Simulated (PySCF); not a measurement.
## Electronic structure of C₅H₁₃NSi₂ in real space

```xyz
21

C     3.5418    1.1522    0.1791
C     2.0957    0.8612   -0.0493
C     1.6148   -0.2423   -0.6054
Si   -0.2050   -0.5980   -0.8943
C    -1.0476   -1.6267    0.4682
C    -2.5095   -1.1807    0.5708
Si   -2.6038    0.6957    0.2873
N    -1.1845    0.8227   -0.6931
H     3.7313    1.3073    1.2412
H     4.1665    0.3350   -0.1744
H     3.8291    2.0659   -0.3413
H     1.4120    1.6346    0.2780
H     2.3196   -1.0003   -0.9245
H    -0.3918   -1.1767   -2.2381
H    -0.5491   -1.4360    1.4206
H    -0.9856   -2.7017    0.2950
H    -2.9406   -1.4891    1.5241
H    -3.0883   -1.6839   -0.2058
H    -2.4704    1.4813    1.5218
H    -3.7973    1.1135   -0.4552
H    -0.9463    1.6830   -1.1534
```

Geometry: GFN2-xTB.

The calculation used PySCF 2.14.0, PBE0/pcSseg-1, SCF density, gas phase, non-relativistic.

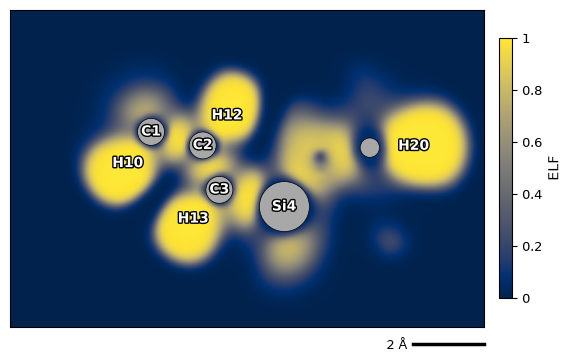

Figure 1. Electron localisation function on the plane of atoms C3, C2 and H12. Grey discs cover the atomic cores.

**Interpret the plot.**

The plane passes through C, Si and H nuclei.
C–C (1.33 Å): the ELF peaks at about 0.90 between the atoms (a multiple bond).
C–Si (1.88 Å): the ELF peaks at about 0.95 between the atoms, as expected for a shared electron pair.
C–C (1.49 Å): the ELF peaks at about 0.95 between the atoms (a shared electron pair).
C–H (1.08 Å): the ELF climbs to about 1 towards the hydrogen, as it does in any bond to H; an ordinary covalent bond to hydrogen.

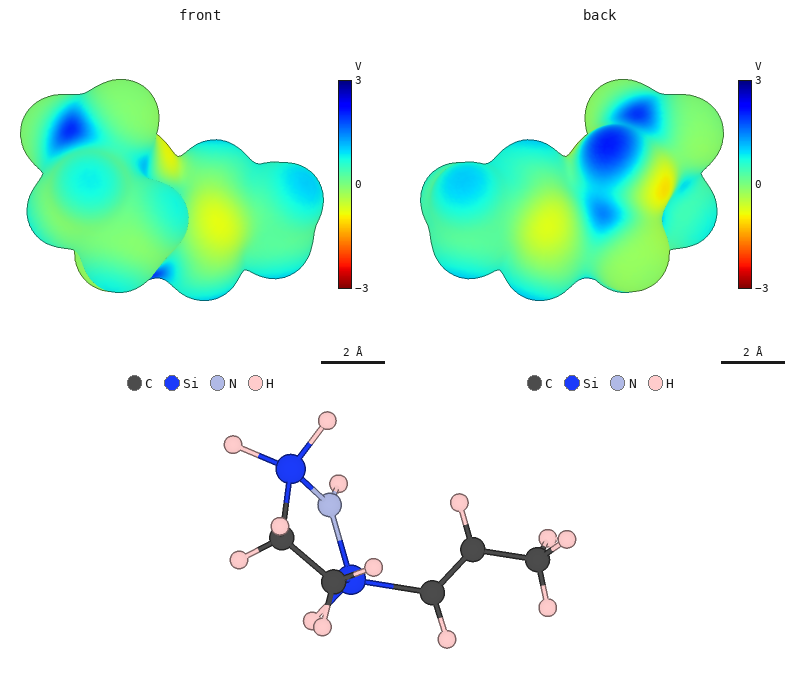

Figure 2. The electrostatic potential painted on the density surface at 0.004 e/bohr³, seen from the front and from behind; the colour scale runs from red (negative) to blue (positive). The bare structure is drawn below in the same view.

**Which sites attract a positive test charge, and which a negative one?**

A positive charge is drawn to the negative regions and a negative charge to the positive ones. The most negative region (about −0.9 V) lies over N8, the most positive (about +2.0 V) over Si4, Si7 and H21.

**How polar is the molecule by this calculation?**

Its dipole moment is 1.08 D.
